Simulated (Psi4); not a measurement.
**QCISD/6-31G(d) (Cartesian functions) run of BH2SF (SMILES FBS)**

What is the energy change on altering one bond length of BH2SF at QCISD/6-31G* (Cartesian functions)? 

Program for the calculation: Psi4 1.11.

5 further runs of the same task are left out: 1 that didn't finish, 4 set aside as unsound or not needed.

### 1 The molecule

BH2SF has 5 atoms, charge 0, and is taken as a singlet. SMILES: `FBS`. Geometry: relaxed at PBE0-D4/def2-TZVP. This is one conformer, not always the lowest.

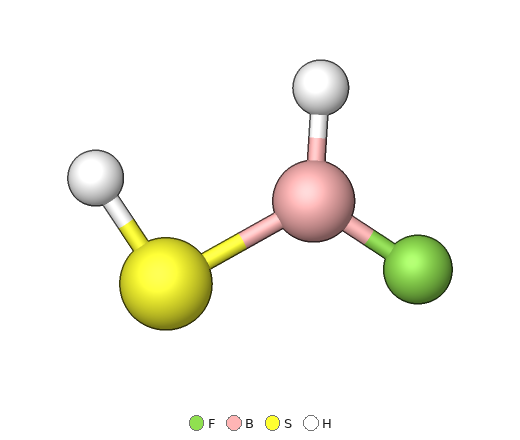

The structure, seen from a chosen angle (fluorine green, boron pink, sulfur yellow, hydrogen white).

### 2 The energy at QCISD/6-31G(d) (Cartesian functions)

Contents of job.py:

```python
import psi4

psi4.set_memory('1600 MB')
psi4.set_num_threads(1)
psi4.core.set_output_file('bfh2s.out', False)

m = psi4.geometry("""
F     -1.119100    -0.905900    -1.069200
B     -0.412800    -0.339100    -0.106100
S      0.972400     0.698600    -0.579400
H     -0.712000    -0.530900     1.033700
H      1.321400     1.003700     0.679600
symmetry c1
""")

psi4.set_options({
    'basis': '6-31G*',
    'scf_type': 'pk',
})

result, w = psi4.energy('qcisd', return_wfn=True)
print(f'qcisd energy: {result:.10f} Eh')
```

The run is started by

```sh
$ python job.py
```

bfh2s.out, cut to the lines that bear on the results:

```text
[...]
  Running in c1 symmetry.
[...]
  Nuclear repulsion =   86.635626912480006
[...]
  Multiplicity = 1
[...]
  Nalpha       = 16
  Nbeta        = 16
[...]
    Number of basis functions: 53
[...]
   @RHF iter   1:  -522.82973342895116   -6.14143e-01   5.50389e-03 ADIIS/DIIS
[...]
   @RHF iter  12:  -522.87675588990351   -7.95808e-13   2.31585e-09 DIIS
[...]
    Orbital Energies [Eh]
    ---------------------
    Doubly Occupied:
       1A    -91.952154     2A    -26.315316     3A     -8.968084
       4A     -7.692645     5A     -6.650946     6A     -6.649302
       7A     -6.647930     8A     -1.620783     9A     -1.002958
      10A     -0.784373    11A     -0.707409    12A     -0.678138
      13A     -0.615390    14A     -0.559938    15A     -0.459253
      16A     -0.405679
[...]
  @RHF Final Energy:  -522.87675588990351
   => Energetics <=
    Nuclear Repulsion Energy =             86.6356269124800065
    One-Electron Energy =                -895.6041700456634089
    Two-Electron Energy =                 286.0917872432798958
    Total Energy =                       -522.8767558899035066
[...]
 Multipole Moments:
 ------------------------------------------------------------------------------------
     Multipole            Electronic (a.u.)      Nuclear  (a.u.)        Total (a.u.)
 ------------------------------------------------------------------------------------
 L = 1.  Multiply by 2.5417464519 to convert [e a0] to [Debye]
 Dipole X            :         -1.9185660            2.0459332            0.1273672
 Dipole Y            :         -1.5213988            1.6395140            0.1181151
 Dipole Z            :         -2.0263617            2.7032769            0.6769152
 Magnitude           :                                                    0.6988475
[...]
      * MP2 total energy:                   -523.262158690937
[...]
      * MP3 total energy:                   -523.279374654370
[...]
      * QCISD total energy:                 -523.288770405959
[...]
```

On the terminal:

```text
qcisd energy: -523.2887704060 Eh
```

Run time: 5.1 s. Hardware: 1 thread of Intel Xeon Platinum 8488C (Sapphire Rapids), shared host; peak memory 0.25 GiB.

### 3 The distorted shape

Contents of job.inp:

```
memory 1600 mb

molecule {
  0 1
  F     -1.825400    -1.472700    -2.032300
  B     -0.412800    -0.339100    -0.106100
  S      0.972400     0.698600    -0.579400
  H     -0.712000    -0.530900     1.033700
  H      1.321400     1.003700     0.679600
  symmetry c1
}

set basis 6-31G*
set scf_type pk

energy_value, wavefunction = energy('qcisd', return_wfn=True)
print_variables()
```

The run is started by

```sh
$ psi4 job.inp job.out -n 1
```

job.out, cut to the lines that bear on the results:

```text
[...]
  Running in c1 symmetry.
[...]
  Nuclear repulsion =   67.973786792458952
[...]
  Multiplicity = 1
[...]
  Nalpha       = 16
  Nbeta        = 16
[...]
    Number of basis functions: 53
[...]
   @RHF iter   1:  -522.45317882341135   -9.20861e-01   1.04040e-02 DIIS/ADIIS
[...]
   @RHF iter  14:  -522.61915771728945   -2.38742e-12   5.36392e-09 DIIS
[...]
    Orbital Energies [Eh]
    ---------------------
    Doubly Occupied:
       1A    -92.032150     2A    -26.114968     3A     -9.045800
       4A     -7.818841     5A     -6.728238     6A     -6.726885
       7A     -6.725453     8A     -1.332195     9A     -1.072409
      10A     -0.735950    11A     -0.656126    12A     -0.540779
      13A     -0.473368    14A     -0.448166    15A     -0.448068
      16A     -0.389292
[...]
  @RHF Final Energy:  -522.61915771728945
   => Energetics <=
    Nuclear Repulsion Energy =             67.9737867924589523
    One-Electron Energy =                -858.6085122124088684
    Two-Electron Energy =                 268.0155677026605190
    Total Energy =                       -522.6191577172894540
[...]
 Multipole Moments:
 ------------------------------------------------------------------------------------
     Multipole            Electronic (a.u.)      Nuclear  (a.u.)        Total (a.u.)
 ------------------------------------------------------------------------------------
 L = 1.  Multiply by 2.5417464519 to convert [e a0] to [Debye]
 Dipole X            :         -0.9042914            2.7131298            1.8088384
 Dipole Y            :         -0.7254521            2.1749338            1.4494817
 Dipole Z            :         -1.2181441            3.6130561            2.3949120
 Magnitude           :                                                    3.3329412
[...]
      * MP2 total energy:                   -523.028821357084
[...]
      * MP3 total energy:                   -523.038029996995
[...]
      * QCISD total energy:                 -523.068629479618
[...]
```

Wall time 8.1 s (1 thread of Intel Xeon Platinum 8488C (Sapphire Rapids), shared host); peak memory 0.24 GiB.

### 4 Results

Level: QCISD/6-31G* (Cartesian functions).

| quantity | value |
| --- | --- |
| first shape: total energy | -523.28877 Eh |
| first shape: HOMO energy (Hartree–Fock orbitals) | -11.04 eV |
| first shape: LUMO energy (Hartree–Fock orbitals) | 3.54 eV |
| first shape: HOMO–LUMO gap (Hartree–Fock orbitals) | 14.58 eV |
| first shape: correlation energy | -412.0 mEh |
| first shape: T1 diagnostic | 0.012 |
| distorted shape: total energy | -523.06863 Eh |
| distorted shape: HOMO energy (Hartree–Fock orbitals) | -10.59 eV |
| distorted shape: LUMO energy (Hartree–Fock orbitals) | -0.07 eV |
| distorted shape: HOMO–LUMO gap (Hartree–Fock orbitals) | 10.53 eV |
| distorted shape: correlation energy | -449.5 mEh |
| distorted shape: T1 diagnostic | 0.049 |
| energy change with the F1–B2 bond stretched from 1.322 to 2.644 Å | 5.990 eV |

What this shows: With the F1–B2 bond stretched from 1.322 to 2.644 Å the energy rises by 5.99 eV (138 kcal/mol). The first shape isn't relaxed at this level, so the change isn't measured from a minimum. The T1 diagnostic (distorted shape) of 0.049 is above the customary mark for such species, so a single reference may not serve.
